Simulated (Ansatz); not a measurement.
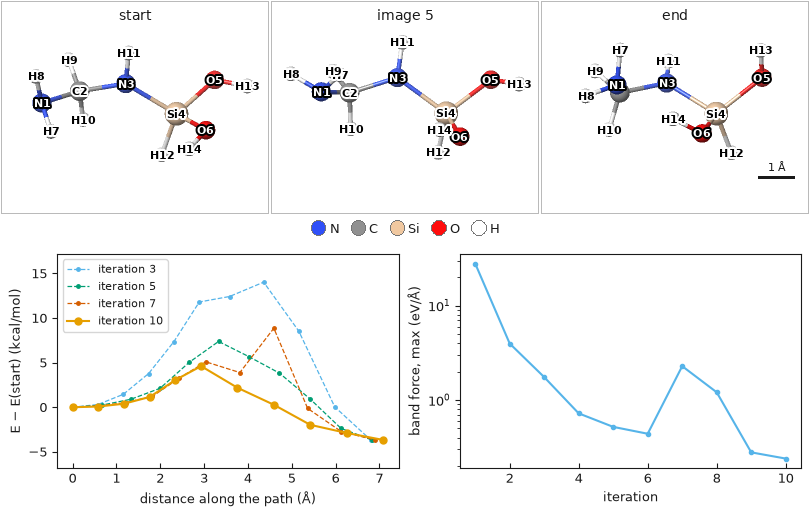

A nudged-elastic-band calculation for CH₈N₂O₂Si. Images are numbered from 0 (start) to 10 (end). The plot follows the band through its iterations. A ball-and-stick model, seen from a free direction.

Computed with Ansatz 0.2.0, RKS B3LYP/def2-SVP. Set-up: 9 movable images; climbing image; force threshold 0.05 eV/Å; iteration limit 10; starting path through a guess of the saddle point.

Q: Judge this run.

A: The result isn't final. The band hadn't converged when the run stopped after 10 iterations. The largest component of the band force went from 28 to 0.24 eV/Å. The barrier read from it is provisional: over the last two iterations the highest image moved from 5.0 kcal/mol to 4.6 kcal/mol. The iteration limit was low. The first iteration put the highest image at 221.2 kcal/mol. The highest point, image 5, lies 4.6 kcal/mol above the start and 8.3 kcal/mol above the end; the end is at −3.7 kcal/mol relative to the start.

The run took 5.6 min on 2 threads of Arm Neoverse V1 (shared host), peak memory 0.33 GiB.
